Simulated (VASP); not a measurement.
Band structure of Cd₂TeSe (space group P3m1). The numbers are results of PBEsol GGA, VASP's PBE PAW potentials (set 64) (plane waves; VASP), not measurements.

Unless said otherwise, spin-orbit coupling is left out, though it shifts the bands of the heavy elements here.

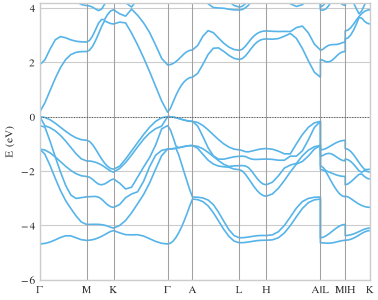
Bands along high-symmetry lines, zero at the valence-band maximum or, without a gap, the Fermi level

**Question.** Read the plot: is there a gap, and where are the band edges?

**Answer.** The gap is direct, 0.16 eV, from the valence maximum at Γ to the conduction minimum at Γ. (Edges off the drawn lines would not show.)

The structure comes from a computed database's Cd2TeSe entry (P3m1); how it stands against other phases isn't given here. It was relaxed first.
